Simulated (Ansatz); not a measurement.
# CH6FNSSi: the cost of one run

Program: Ansatz 0.2.0 through its Python package. The levels of theory stand in the script. These are calculated values, not measurements.

## 1. Starting point

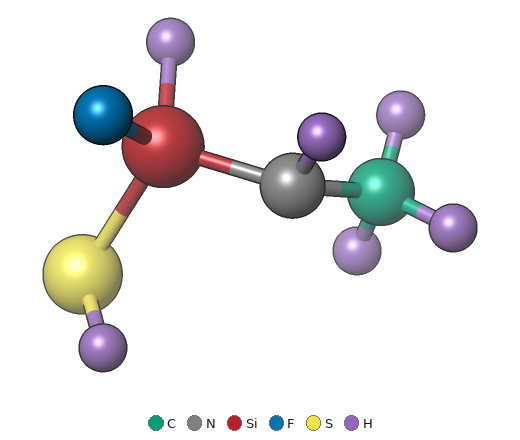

The structure that the script starts from, seen from a chosen angle (carbon teal, nitrogen grey, silicon red, fluorine blue, sulfur yellow, hydrogen purple).

The script holds or builds the structure itself.

## 2. The code

Contents of ch6fnssi_methods.py:

```python
"""CH6FNSSi at several levels of theory."""

from pathlib import Path

import ansatz
import numpy as np

BASIS = "cc-pVDZ"

GEOMETRY = """
C    -0.47530   -0.82780    1.26600
N    -0.14470    0.41960    0.53890
Si    0.76540    0.45640   -0.88500
F     1.28060    1.99230   -1.10810
S    -0.42020   -0.22910   -2.48470
H    -1.16400   -0.50270    2.10110
H     0.37720   -1.31120    1.65130
H    -1.05650   -1.45040    0.61120
H     0.29570    1.08810    1.23410
H     1.99820   -0.38550   -0.64710
H    -1.39110    0.69320   -2.25710
"""

ch6fnssi = ansatz.Crystal.molecule()
for line in GEOMETRY.strip().splitlines():
    symbol, *xyz = line.split()
    ch6fnssi = ch6fnssi.atom(symbol, [float(v) for v in xyz])

job = (
    ch6fnssi.calculation()
    .basis(gaussian=BASIS)  # atom-centred Gaussian functions
    .scf(lower_state_search="off")
)

print("functional    E (Ha)        dipole (D)   HOMO (eV)  LUMO (eV)")
for name in ["lda", "r2scan", "pbe0", "b3lyp", "blyp", "pbe"]:
    r = job.functional(name).forces().orbitals().run(runs_dir="runs").report
    lines = Path(r["orbitals_path"]).read_text().splitlines()
    field_of = lambda key: [line.split("=")[1].strip() for line in lines if line.startswith(key)]
    orbitals = [(27.211386 * float(e), s, float(n)) for e, s, n in zip(field_of("Ene="), field_of("Spin="), field_of("Occup="))]
    homo = max(e for e, _, n in orbitals if n > 0.5)
    lumo = min(e for e, _, n in orbitals if n < 0.5)
    dipole = 4.803205 * np.linalg.norm(r["charge_distribution"]["dipole_moment_e_ang"])
    print(f"{name:10s} {r['free_energy_ev'] / 27.211386246:14.6f} {dipole:9.3f} {homo:11.3f} {lumo:10.3f}")
```

## 3. Launch

Run with:

```bash
> python ch6fnssi_methods.py
```

Q: Estimate wall time and peak memory on 1 thread of Arm Neoverse N1, shared host.

About 39 s, with a peak of 0.27 GiB.
